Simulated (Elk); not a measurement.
Band structure of GaFe (P-6m2, 2 atoms in the cell).

```xyz
2
Lattice="2.7322 0.0000 0.0000 -1.3661 2.3661 0.0000 0.0000 0.0000 4.0074" Properties=species:S:1:pos:R:3 pbc="T T T"
Ga     0.0000     0.0000     2.0037
Fe     1.3661     0.7887     0.0000
```
Moments meant for the start (each program seeds them in its own way; μB, in the order of the atoms Ga Fe): 0.0 4.0.

Computed with LDA (PW92), all-electron FP-LAPW, Elk's shipped species files, default APW+lo basis (Elk 10.2.4).

Settings: spinpol = true; swidth = 0.00367493 Ha; ngridk = 11 11 7; reducebf = 0.8; rmtscf = 0.94; nempty = 8 per atom; maxscl = 100; bfcmt = [[0.0, 0.0, 0.0], [0.0, 0.0, -1.0]].

The starting cell comes from a database of computed structures (which also holds hypothetical and non-ambient phases and stackings), without a prior relaxation at this level. Its lattice was rescaled by a random factor within 2.5 % of one. With one magnetic atom in the cell only a parallel order is possible. Values depend on the basis (sphere radii, cutoffs, local orbitals), which need not be converged.

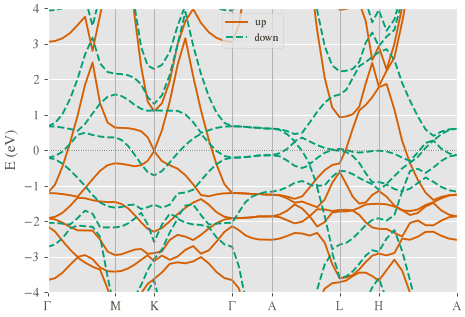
Figure: Bands along the path, energies from the Fermi level.

Levels in eV from the Fermi level, bands 13 to 20 of the first spin channel:
| point | 13 | 14 | 15 | 16 | 17 | 18 | 19 | 20 |
|---|---|---|---|---|---|---|---|---|
| Γ | -1.92 | -1.92 | -1.21 | -1.21 | 3.05 | 13.95 | 13.95 | 17.27 |
| M | -2.96 | -1.46 | -0.37 | 0.63 | 5.21 | 6.17 | 7.49 | 8.54 |
| K | -2.90 | -2.30 | -0.03 | -0.01 | 1.09 | 7.65 | 8.62 | 8.96 |
| A | -1.87 | -1.87 | -1.26 | -1.26 | 11.55 | 12.76 | 14.36 | 14.36 |
| L | -1.73 | -1.69 | -0.62 | -0.37 | 0.92 | 3.95 | 9.47 | 12.42 |
| H | -2.22 | -1.51 | -1.15 | 1.77 | 1.80 | 2.92 | 4.62 | 5.55 |

Bands cross the Fermi level along this path, so the cell is metallic at this level.

The net moment of the cell came out as 1.85 μB.
